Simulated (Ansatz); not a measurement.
**Ru (hcp type): how the settings move a relaxation**

How sensitive is a relaxation of Ru (hcp type) to its settings? A reference run comes first, then one run with altered input.

Computed with Ansatz 0.2.0 (reference: DFT, r2SCAN, PAW with Ansatz's default frozen-core files, scalar-relativistic, unless a step's input says otherwise).

### 1 The structure to begin with

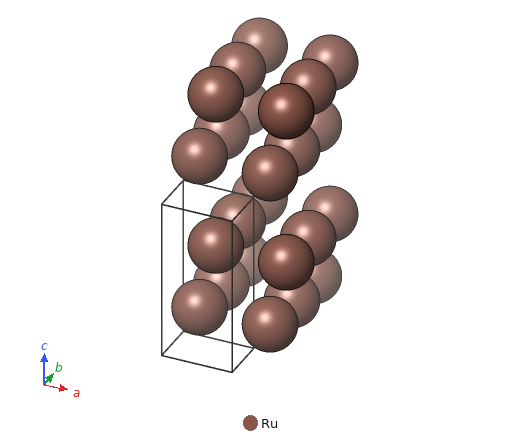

The starting structure, seen slightly off an axis (ruthenium brown). 2×3×2 cells are drawn.

As a file:

```cif
data_structure
_symmetry_space_group_name_H-M 'P 1'
_symmetry_Int_Tables_number 1
_cell_length_a 2.6794
_cell_length_b 2.6794
_cell_length_c 4.3406
_cell_angle_alpha 90.000
_cell_angle_beta 90.000
_cell_angle_gamma 120.000
_cell_volume 26.99
loop_
_atom_site_label
_atom_site_type_symbol
_atom_site_fract_x
_atom_site_fract_y
_atom_site_fract_z
_atom_site_occupancy
Ru1 Ru 0.33333 0.66667 0.25000 1
Ru2 Ru 0.66667 0.33333 0.75000 1
```

### 2 Reference

input.yaml

```yaml
crystal:
  lattice:
    - [2.6793593033, 0.0, 0.0]
    - [-1.3396796516, 2.3203932225, 0.0]
    - [0.0, 0.0, 4.3405620713]
  atoms:
    - { symbol: Ru, position: [0.3333333333, 0.6666666667, 0.25] }
    - { symbol: Ru, position: [0.6666666667, 0.3333333333, 0.75] }
kpoints:
  mp_grid: { grid: [19, 19, 10] }
scf:
  occupations: { method: fermi_dirac, width: 0.05 }
hamiltonian:
  xc: r2scan
  pseudopotentials: { kind: paw }
output:
  forces: true
  stress: true
relax:
  f_tol: 0.005
  max_steps: 40
  cell: {}
```

Launch:

```console
$ ansatz run input.yaml --threads 1 --pin off --max-ram 3584MiB --backend cpu --events-out ev --progress --plain --runs-dir out
```

From the output:

```text
[...]
Basis set: ecut = 500 eV, 687 PW (Γ), exchange–correlation on 80×80×128 points (64 copies of the dense FFT grid, shifted against one another)
[...]
k-points: 240 of 3610
[...]
SCF iter   1: F=—  HF=-11781.375510 eV  |F-HF|=—  |Δ(HF+E_count)|=         —  Δρ=1.09e-2  dr2=1.00e-2  dr2_τ=1.41e-2  ethr=1.77e-3  ⟨swp⟩=5.2  Hψ=19752  notcnv=0
preconditioner: auto → none  [metal: Δε(μ)=0.009 eV  Ē_g=6.138 eV  σ=0.050 eV  W_gap=0.04  n_scr=8 (ndim 8)  ℏωp=28.6 eV  f_vac=0.000  D(μ)=1.30/eV (n_scr^D=10)  sad-step TF]
SCF iter   2: F=—  HF=-11781.396291 eV  |F-HF|=—  |Δ(HF+E_count)|=   2.08e-2  Δρ=5.98e-3  dr2=2.42e-3  dr2_τ=1.92e-4  ethr=3.12e-5  ⟨swp⟩=2.0  Hψ=11489  notcnv=0  defer=8
[...]
relax step   1: F+E_penalty+E_count = -11781.39934814 eV  Δ(F+E_penalty+E_count) = +0.000e0 eV  max|allowed force component| = 3.469e-17 eV/Å  Δτ_max = 0.0000 Å  P = -0.205 GPa  Ω = 26.986 Å³  (6 SCF iters, dr2 threshold 1.00e-7 eV, accepted)
[...]
relax step   2: F+E_penalty+E_count = -11781.40820113 eV  Δ(F+E_penalty+E_count) = -8.853e-3 eV  max|allowed force component| = 2.313e-17 eV/Å  Δτ_max = 0.0000 Å  P = +0.697 GPa  Ω = 26.961 Å³  energy of the carried Pulay correction = +1.965e-5 eV  (6 SCF iter
[...]
relax step   3: F+E_penalty+E_count = -11781.41852567 eV  Δ(F+E_penalty+E_count) = -1.032e-2 eV  max|allowed force component| = 3.932e-17 eV/Å  Δτ_max = 0.0000 Å  P = -0.375 GPa  Ω = 27.010 Å³  energy of the carried Pulay correction = -1.265e-5 eV  (6 SCF iter
[...]
relax step   4: F+E_penalty+E_count = -11781.41858181 eV  Δ(F+E_penalty+E_count) = -5.614e-5 eV  max|allowed force component| = 3.932e-17 eV/Å  Δτ_max = 0.0000 Å  P = +0.068 GPa  Ω = 26.975 Å³  energy of the carried Pulay correction = +9.564e-6 eV  (4 SCF iter
[...]
relax step   5: F+E_penalty+E_count = -11781.41857957 eV  Δ(F+E_penalty+E_count) = +2.241e-6 eV  max|allowed force component| = 7.517e-17 eV/Å  Δτ_max = 0.0000 Å  P = -0.001 GPa  Ω = 26.980 Å³  energy of the carried Pulay correction = +6.142e-6 eV  (4 SCF iter
[...]
SCF iter   4: F=—  HF=-11781.418605 eV  |F-HF|=—  |Δ(HF+E_count)|=   3.16e-9  Δρ=7.87e-7  dr2=8.39e-11  dr2_τ=2.86e-11  ethr=2.08e-12  ⟨swp⟩=2.0  Hψ=8208  notcnv=0
SCF iter   5: F=-11781.418605 eV  HF=-11781.418605 eV  |F-HF|=5.46e-12  |Δ(HF+E_count)|=  3.46e-11  Δρ=2.65e-7  dr2=8.34e-12  dr2_τ=3.57e-12  ethr=1.00e-12  ⟨swp⟩=6.0  Hψ=22934  notcnv=0
[...]
relax step   6: F+E_penalty+E_count = -11781.41860499 eV  Δ(F+E_penalty+E_count) = -2.542e-5 eV  max|allowed force component| = 7.517e-17 eV/Å  Δτ_max = 0.0000 Å  P = -0.000 GPa  Ω = 26.980 Å³  stress off target by 1.31e-2 GPa  SCF on the basis re-selected at 
[...]
SCF converged after 5 iterations
Free energy (F): -11781.418605 eV
[...]
E sigma→0 (E₀):  -11781.412448 eV
[...]
Fermi energy:    23.587973 eV
[...]
  P = ⅓ Tr σ = -0.0005 GPa (-0.005 kbar)
--- Relaxed structure (5 steps of the walk, 5 accepted, 1 SCFs on fresh bases) ---
[...]
```

Run time: 39 s. Hardware: 1 thread of Intel Xeon Platinum 8488C (Sapphire Rapids), shared host; peak memory 0.51 GiB.

### 3 Changing settings: mp_grid.grid [10, 10, 5], mixing.algorithm anderson, mixing.beta 0.7, eigensolver.kind davidson, basis.precision f64

input.yaml: that of step 2 with these lines changed.

```diff
@@ -9,5 +9,7 @@
 kpoints:
-  mp_grid: { grid: [19, 19, 10] }
+  mp_grid: { grid: [10, 10, 5] }
 scf:
   occupations: { method: fermi_dirac, width: 0.05 }
+  mixing: { algorithm: anderson, beta: 0.7 }
+  eigensolver: { kind: davidson }
 hamiltonian:
@@ -22 +24,3 @@
   cell: {}
+basis:
+  precision: f64
```

Launch:

```console
$ ansatz run input.yaml --threads 1 --pin off --max-ram 3584MiB --backend cpu --events-out ev --progress --plain --runs-dir out
```

What it wrote:

```text
The last accepted step is kept in <dir> (removed where the run ends without a failure and the disk answers)
Engine: ansatz 0.2.0
Pseudopotentials: kind: paw
Pseudopotential: Ru, paw, valence charge 16, recommended cutoff 500 eV (meta_gga)
Functional definition: r2SCAN
  parameter k0 = 0.174
  parameter k1 = 0.065
  parameter a1 = 4.9479
  exchange = r2scan_x(k0 = k0, k1 = k1, a1 = a1)
  correlation = r2scan_c
Crystal: 2 atoms, lattice volume = 26.986 Å³
Basis set: ecut = 500 eV, 687 PW (Γ), exchange–correlation on 80×80×128 points (64 copies of the dense FFT grid, shifted against one another)
Bands: 20, of which v1, the nominal top of the filled ones, is band 16 counted from 1 (15 counted from 0)
Symmetry: 24 space group operations
Space group: P63/mmc (ITA 194), of the structure as read, at distance tolerance 3.0e-5 Å
k-points: 42 of 500
Non-local potential: Ru, projectors of the file, l = 0: 3, l = 1: 2, l = 2: 2, l = 3: 1
PAW form: soft (Blöchl's): semilocal exchange-correlation on the pseudo side does not see the compensation charge
PAW frozen core: Ru, regenerated for the run's functional (the file was generated under x = pbe(κ = 0.804, μ = 0.2195149727645171), c = pbe(β = 0.06672455060314922))
PAW one-centre angular grid: Ru, 590 points (default); XC on 160 Gauss nodes
Initial density: superposition of atomic densities (neutral atoms: chi_scale 0, normalization atom), corrected by the library's trained network
Initial wavefunctions: pseudopotential atomic-orbital guess
Functional: x = r2scan, c = r2scan; τ floored in thin density (d = 2e-4 eV/Å³)
SCF iter   1: F=—  HF=-11781.357754 eV  |F-HF|=—  |Δ(HF+E_count)|=         —  Δρ=1.06e-2  dr2=8.91e-3  dr2_τ=1.39e-2  ethr=1.77e-3  ⟨swp⟩=5.6  Hψ=3109  notcnv=0
preconditioner: auto → none  [metal: Δε(μ)=0.046 eV  Ē_g=6.130 eV  σ=0.050 eV  W_gap=0.22  n_scr=8 (ndim 8)  ℏωp=28.6 eV  f_vac=0.000  D(μ)=2.92/eV (n_scr^D=36)  sad-step TF]
SCF iter   2: F=—  HF=-11781.380492 eV  |F-HF|=—  |Δ(HF+E_count)|=   2.27e-2  Δρ=4.26e-3  dr2=1.24e-3  dr2_τ=1.14e-4  ethr=2.78e-5  ⟨swp⟩=3.0  Hψ=2311  notcnv=0  κ⁻¹=1.0e0(r=1)
iter 3 solved again at ethr=2.90e-7 eV; its pass at ethr=3.88e-6 eV (dr2=9.27e-5 eV) is discarded
SCF iter   3: F=—  HF=-11781.382161 eV  |F-HF|=—  |Δ(HF+E_count)|=   1.67e-3  Δρ=1.19e-3  dr2=9.12e-5  dr2_τ=1.18e-5  ethr=2.90e-7  ⟨swp⟩=2.0  Hψ=3348  notcnv=0  κ⁻¹=3.2e-2(r=2)
SCF iter   4: F=—  HF=-11781.382388 eV  |F-HF|=—  |Δ(HF+E_count)|=   2.27e-4  Δρ=1.70e-4  dr2=2.97e-6  dr2_τ=3.87e-7  ethr=2.85e-7  ⟨swp⟩=3.0  Hψ=1890  notcnv=0  κ⁻¹=6.4e-4(r=3)
SCF iter   5: F=—  HF=-11781.382395 eV  |F-HF|=—  |Δ(HF+E_count)|=   6.88e-6  Δρ=5.78e-5  dr2=3.27e-7  dr2_τ=3.07e-8  ethr=9.29e-9  ⟨swp⟩=3.0  Hψ=2122  notcnv=0  κ⁻¹=8.0e-5(r=4)
SCF iter   6: F=-11781.382396 eV  HF=-11781.382396 eV  |F-HF|=2.71e-8  |Δ(HF+E_count)|=   1.07e-6  Δρ=9.74e-6  dr2=1.06e-8  dr2_τ=9.05e-10  ethr=1.02e-9  ⟨swp⟩=3.0  Hψ=1933  notcnv=0
SCF 1 converged in 6 iterations: F = -11781.382396 eV  dr2 = 1.06e-8
  Residual-converged pass: ⟨swp⟩=3.0  Hψ=2144  notcnv=0  max |occ|·‖R‖ = 6.3e-6 eV (tolerance 6.7e-6 eV)  dr2=1.12e-8  dr2_τ=9.99e-10  dr2_onsite=4.03e-10  max |Δocc| = 1.2e-9
relax step   1: F+E_penalty+E_count = -11781.38239641 eV  Δ(F+E_penalty+E_count) = +0.000e0 eV  max|allowed force component| = 2.313e-17 eV/Å  Δτ_max = 0.0000 Å  P = +0.014 GPa  Ω = 26.986 Å³  (6 SCF iters, dr2 threshold 1.00e-7 eV, accepted)
Crystal: 2 atoms, lattice volume = 26.996 Å³
Basis set: ecut = 500 eV, 675 PW (Γ), exchange–correlation on 80×80×128 points (64 copies of the dense FFT grid, shifted against one another)
Initial density: handed on by an earlier stage of this run
Initial wavefunctions: those handed on with the density
iter 1 solved again at ethr=2.56e-5 eV; its pass at ethr=1.00e-1 eV (dr2=8.20e-3 eV) is discarded
SCF iter   1: F=—  HF=-11781.315221 eV  |F-HF|=—  |Δ(HF+E_count)|=         —  Δρ=5.25e-3  dr2=3.70e-3  dr2_τ=1.04e-1  ethr=2.56e-5  ⟨swp⟩=4.9  Hψ=5112  notcnv=0
preconditioner: auto → none  [metal: Δε(μ)=0.024 eV  Ē_g=6.150 eV  σ=0.050 eV  W_gap=0.12  n_scr=8 (ndim 8)  ℏωp=28.6 eV  f_vac=0.000  D(μ)=2.30/eV (n_scr^D=22)]
SCF iter   2: F=—  HF=-11781.402848 eV  |F-HF|=—  |Δ(HF+E_count)|=   8.76e-2  Δρ=2.54e-3  dr2=1.07e-3  dr2_τ=9.25e-5  ethr=1.16e-5  ⟨swp⟩=3.9  Hψ=2484  notcnv=0  κ⁻¹=1.0e0(r=1)
iter 3 solved again at ethr=3.07e-7 eV; its pass at ethr=3.33e-6 eV (dr2=9.82e-5 eV) is discarded
SCF iter   3: F=—  HF=-11781.402791 eV  |F-HF|=—  |Δ(HF+E_count)|=   5.74e-5  Δρ=9.47e-4  dr2=9.70e-5  dr2_τ=2.13e-5  ethr=3.07e-7  ⟨swp⟩=2.0  Hψ=3419  notcnv=0  κ⁻¹=1.2e-2(r=2)
SCF iter   4: F=—  HF=-11781.402821 eV  |F-HF|=—  |Δ(HF+E_count)|=   2.99e-5  Δρ=3.74e-4  dr2=1.34e-5  dr2_τ=2.80e-6  ethr=3.03e-7  ⟨swp⟩=3.0  Hψ=1881  notcnv=0  κ⁻¹=1.1e-3(r=3)
SCF iter   5: F=—  HF=-11781.402826 eV  |F-HF|=—  |Δ(HF+E_count)|=   5.41e-6  Δρ=8.00e-5  dr2=5.41e-7  dr2_τ=7.78e-8  ethr=4.18e-8  ⟨swp⟩=3.0  Hψ=1896  notcnv=0  κ⁻¹=5.8e-5(r=4)
SCF iter   6: F=-11781.402827 eV  HF=-11781.402827 eV  |F-HF|=6.94e-9  |Δ(HF+E_count)|=   4.88e-7  Δρ=8.68e-6  dr2=5.41e-9  dr2_τ=1.00e-9  ethr=1.69e-9  ⟨swp⟩=3.0  Hψ=1979  notcnv=0
SCF 2 converged in 6 iterations: F = -11781.402827 eV  dr2 = 5.41e-9
  Residual-converged pass: ⟨swp⟩=3.2  Hψ=1929  notcnv=0  max |occ|·‖R‖ = 9.4e-6 eV (tolerance 9.4e-6 eV)  dr2=5.37e-9  dr2_τ=1.05e-9  dr2_onsite=6.64e-10  max |Δocc| = 2.1e-10
relax step   2: F+E_penalty+E_count = -11781.40282694 eV  Δ(F+E_penalty+E_count) = -2.043e-2 eV  max|allowed force component| = 2.776e-17 eV/Å  Δτ_max = 0.0000 Å  P = +0.532 GPa  Ω = 26.996 Å³  energy of the carried Pulay correction = +1.710e-6 eV  (6 SCF iters, dr2 threshold 2.00e-7 eV, accepted)
Crystal: 2 atoms, lattice volume = 27.037 Å³
iter 1 solved again at ethr=4.99e-6 eV; its pass at ethr=1.00e-1 eV (dr2=1.60e-3 eV) is discarded
SCF iter   1: F=—  HF=-11781.398808 eV  |F-HF|=—  |Δ(HF+E_count)|=         —  Δρ=1.62e-3  dr2=4.63e-4  dr2_τ=1.57e-2  ethr=4.99e-6  ⟨swp⟩=4.9  Hψ=5070  notcnv=0
preconditioner: auto → none  [metal: Δε(μ)=0.021 eV  Ē_g=6.120 eV  σ=0.050 eV  W_gap=0.10  n_scr=8 (ndim 8)  ℏωp=28.6 eV  f_vac=0.000  D(μ)=2.63/eV (n_scr^D=34)]
SCF iter   2: F=—  HF=-11781.412869 eV  |F-HF|=—  |Δ(HF+E_count)|=   1.41e-2  Δρ=1.04e-3  dr2=1.79e-4  dr2_τ=1.39e-5  ethr=1.45e-6  ⟨swp⟩=3.9  Hψ=2399  notcnv=0  κ⁻¹=1.0e0(r=1)
iter 3 solved again at ethr=3.97e-8 eV; its pass at ethr=5.60e-7 eV (dr2=1.27e-5 eV) is discarded
SCF iter   3: F=—  HF=-11781.412859 eV  |F-HF|=—  |Δ(HF+E_count)|=   9.90e-6  Δρ=3.74e-4  dr2=1.23e-5  dr2_τ=1.91e-6  ethr=3.97e-8  ⟨swp⟩=2.2  Hψ=3075  notcnv=0  κ⁻¹=7.6e-3(r=2)
SCF iter   4: F=—  HF=-11781.412869 eV  |F-HF|=—  |Δ(HF+E_count)|=   9.98e-6  Δρ=1.07e-4  dr2=9.92e-7  dr2_τ=1.87e-7  ethr=3.83e-8  ⟨swp⟩=3.0  Hψ=1773  notcnv=0  κ⁻¹=3.3e-4(r=3)
SCF iter   5: F=-11781.412869 eV  HF=-11781.412869 eV  |F-HF|=4.98e-8  |Δ(HF+E_count)|=   6.66e-7  Δρ=3.07e-5  dr2=1.48e-7  dr2_τ=2.37e-8  ethr=3.10e-9  ⟨swp⟩=3.0  Hψ=2010  notcnv=0
SCF 3 converged in 5 iterations: F = -11781.412869 eV  dr2 = 1.48e-7
  Residual-converged pass: ⟨swp⟩=3.0  Hψ=2071  notcnv=0  max |occ|·‖R‖ = 9.2e-6 eV (tolerance 9.4e-6 eV)  dr2=1.50e-7  dr2_τ=2.44e-8  dr2_onsite=7.66e-9  max |Δocc| = 1.7e-10
relax step   3: F+E_penalty+E_count = -11781.41286934 eV  Δ(F+E_penalty+E_count) = -1.004e-2 eV  max|allowed force component| = 3.932e-17 eV/Å  Δτ_max = 0.0000 Å  P = -0.512 GPa  Ω = 27.037 Å³  energy of the carried Pulay correction = -2.724e-5 eV  (5 SCF iters, dr2 threshold 2.00e-7 eV, accepted)
[... 10 lines left out ...]
relax step   4: F+E_penalty+E_count = -11781.41301714 eV  Δ(F+E_penalty+E_count) = -1.478e-4 eV  max|allowed force component| = 7.517e-17 eV/Å  Δτ_max = 0.0000 Å  P = +0.044 GPa  Ω = 26.994 Å³  energy of the carried Pulay correction = -2.359e-7 eV  (4 SCF iters, dr2 threshold 2.00e-7 eV, accepted)
[... 9 lines left out ...]
relax step   5: F+E_penalty+E_count = -11781.41301596 eV  Δ(F+E_penalty+E_count) = +1.188e-6 eV  max|allowed force component| = 7.055e-17 eV/Å  Δτ_max = 0.0000 Å  P = -0.003 GPa  Ω = 26.998 Å³  energy of the carried Pulay correction = -2.704e-6 eV  (3 SCF iters, dr2 threshold 1.21e-8 eV, accepted)
Initial wavefunctions: pseudopotential atomic-orbital guess (no wavefunctions were taken with the density)
iter 1 solved again at ethr=4.51e-7 eV; its pass at ethr=1.00e-1 eV (dr2=1.44e-4 eV) is discarded
SCF iter   1: F=—  HF=-11781.413011 eV  |F-HF|=—  |Δ(HF+E_count)|=         —  Δρ=2.51e-4  dr2=5.14e-7  dr2_τ=2.31e-6  ethr=4.51e-7  ⟨swp⟩=6.8  Hψ=6352  notcnv=0
preconditioner: auto → none  [metal: Δε(μ)=0.023 eV  Ē_g=6.134 eV  σ=0.050 eV  W_gap=0.11  n_scr=8 (ndim 8)  ℏωp=28.6 eV  f_vac=0.000  D(μ)=2.60/eV (n_scr^D=34)]
iter 2 solved again at ethr=1.49e-10 eV; its pass at ethr=1.61e-9 eV (dr2=4.78e-8 eV) is discarded
SCF iter   2: F=—  HF=-11781.413060 eV  |F-HF|=—  |Δ(HF+E_count)|=   4.98e-5  Δρ=7.39e-5  dr2=4.89e-8  dr2_τ=7.36e-7  ethr=1.49e-10  ⟨swp⟩=2.2  Hψ=3520  notcnv=0  κ⁻¹=1.0e0(r=1)
SCF iter   3: F=—  HF=-11781.413066 eV  |F-HF|=—  |Δ(HF+E_count)|=   5.23e-6  Δρ=2.28e-5  dr2=6.26e-9  dr2_τ=6.86e-8  ethr=1.49e-10  ⟨swp⟩=3.0  Hψ=1930  notcnv=0  κ⁻¹=8.0e-2(r=2)
SCF iter   4: F=—  HF=-11781.413066 eV  |F-HF|=—  |Δ(HF+E_count)|=   5.39e-7  Δρ=3.70e-6  dr2=1.97e-9  dr2_τ=9.68e-10  ethr=1.95e-11  ⟨swp⟩=3.0  Hψ=2142  notcnv=0  κ⁻¹=7.3e-3(r=3)
SCF iter   5: F=—  HF=-11781.413066 eV  |F-HF|=—  |Δ(HF+E_count)|=   5.32e-9  Δρ=6.55e-7  dr2=3.31e-11  dr2_τ=1.05e-11  ethr=6.17e-12  ⟨swp⟩=3.0  Hψ=1984  notcnv=0  κ⁻¹=1.1e-4(r=4)
SCF iter   6: F=-11781.413066 eV  HF=-11781.413066 eV  |F-HF|=1.09e-11  |Δ(HF+E_count)|=  1.06e-10  Δρ=1.49e-7  dr2=1.69e-12  dr2_τ=5.65e-13  ethr=1.00e-12  ⟨swp⟩=2.0  Hψ=1533  notcnv=0
SCF 6 converged in 6 iterations: F = -11781.413066 eV  dr2 = 1.69e-12
  Residual-converged pass: ⟨swp⟩=4.0  Hψ=2747  notcnv=0  max |occ|·‖R‖ = 9.9e-9 eV (tolerance 1.0e-8 eV)  dr2=1.69e-12  dr2_τ=5.96e-13  dr2_onsite=3.27e-14  max |Δocc| = 3.4e-12
relax step   6: F+E_penalty+E_count = -11781.41306620 eV  Δ(F+E_penalty+E_count) = -5.024e-5 eV  max|allowed force component| = 7.980e-17 eV/Å  Δτ_max = 0.0000 Å  P = -0.002 GPa  Ω = 26.998 Å³  stress off target by 1.43e-2 GPa  SCF on the basis re-selected at this cell (its energy is not comparable with the rows above)  (6 SCF iters)
basis re-selected at this cell: Δ(F+E_penalty+E_count) = -5.024e-5 eV, ΔP = +0.001 GPa vs the last step (what re-selecting the basis moved, of the pressure what is left beyond the Pulay correction that the steps carried, after the strain that the cell walked since its last selection, with what the two solves' SCF thresholds leave and, on support functions, any second-order correction that the steps lacked; it is no measure of the basis error at this ecutwfc). This SCF's stress stands 1.43e-2 GPa from its target on what of the cell is left free (relax.cell.stress_tol is 5.00e-2 GPa) and its largest allowed force component is 7.98e-17 eV/Å (relax.f_tol is 5.00e-3 eV/Å): within both
SCF converged after 6 iterations
Stability not checked: this state was not tested for a lower state beside it, because the mixer in use, unlike msr1, does not test its closes by its own steps (another_mixer; see scf.mixing.algorithm and scf.lower_state_search)
Free energy (F): -11781.413066 eV
Harris-Foulkes:  -11781.413066 eV  (|F-HF|=1.09e-11)
Internal energy: -11781.393324 eV  (E = F + TS)
E sigma→0 (E₀):  -11781.403195 eV
Entropy (-TS):   -0.019742 eV (-9.871 meV/atom)
Fermi energy:    23.611431 eV
--- Per-component energies (eV) ---
  E_band       = -133.303599
  E_kinetic    = 1028.746501
  E_local      = -2502.616070  (includes V_loc(G=0)·N_el)
  E_nonlocal   = 685.670939
  E_hartree    = 804.073906
  E_xc         = -368.666287
  E_vxc        = -534.114405  (∫ρ·V_xc dr)
  E_paw        = -6957.756102  (= ΣΔE_a)
  E_vpaw       = -456.723545  (= ΣTr[D̂ρ^β])
  E_aug_tail   = 0.000192  (compensation charges beyond the density's cutoff)
  E_vtau       = 37.584964  (kinetic-family band-sum trace: ∫τ·v_τ [+ j·A + Jᵃ·Aᵃ] dr)
  E_ewald      = -4470.224492
  E_core_change = -0.621911  (= ΣΔE_core)
  E_smearing   = -0.019742  (= −TS)
  E_closure    = 0.000000  (closes the sum)
  Σ components = -11781.413066   (vs F -11781.413066, Δ=0.00e0)
--- Forces (eV/Å), atoms counted from 1 ---
  atom   1  Ru    -0.00000000     0.00000000    -0.00000000
  atom   2  Ru     0.00000000    -0.00000000     0.00000000
  max |Σ_I F_I| component: 2.31e-18 eV/Å
--- Stress (GPa, compression-positive) ---
        0.004195      -0.000000       0.000000
       -0.000000       0.004195       0.000000
        0.000000       0.000000      -0.014270
  P = ⅓ Tr σ = -0.0020 GPa (-0.020 kbar)
--- Relaxed structure (5 steps of the walk, 5 accepted, 1 SCFs on fresh bases) ---
  F+E_penalty+E_count = -11781.41306620 eV   max|allowed force component| = 7.980e-17 eV/Å   (the final SCF, on the basis selected at the relaxed cell)
  cell:  # Å, volume = 26.9984 Å³
    - [2.7112435563534407, -2.921103074301752e-11, -1.003557045322874e-33]
    - [-1.3556217781514228, 2.3480057956635516, -6.404749398851631e-34]
    - [-1.6257624134372464e-33, -2.136716314803238e-33, 4.241018341879192]
  atoms:
    - { symbol: Ru, position: [0.33333333333333326, 0.6666666666666665, 0.24999999999999997] }
    - { symbol: Ru, position: [0.6666666666666667, 0.33333333333333326, 0.7499999999999999] }
```

Run time: 10 s. Hardware: 1 thread of Intel Xeon Platinum 8488C (Sapphire Rapids), shared host; peak memory 0.41 GiB.

Changing the k-point mesh, mixing, solver and arithmetic precision moves the energy by +2.8 meV/atom. Sampling errors of the energy have no fixed sign. Of the settings changed, the mesh is the one that moves energies this far. Cost: 30 SCF cycles against 31, 10 s against 39 s.

### 4 All runs together

| run | ending | energy change | pressure (GPa) | gap (eV) | force (eV/Å) | cycles | time |
| --- | --- | --- | --- | --- | --- | --- | --- |
| reference | converged | 0 | 0.0 | 0.00 | 0.00 | 31 | 39 s |
| 1: mp_grid.grid [10, 10, 5], mixing.algorithm anderson, mixing.beta 0.7, eigensolver.kind davidson, basis.precision f64 | converged | +2.8 meV/atom | 0.0 | 0.00 | 0.00 | 30 | 10 s |

**Reading.** Changing the k-point mesh, mixing, solver and arithmetic precision moves the energy by +2.8 meV/atom. The energy is not variational in the mesh, so the sign tells nothing. Of the settings changed, the mesh is the one that moves energies this far. Cost: 30 SCF cycles against 31, 10 s against 39 s.
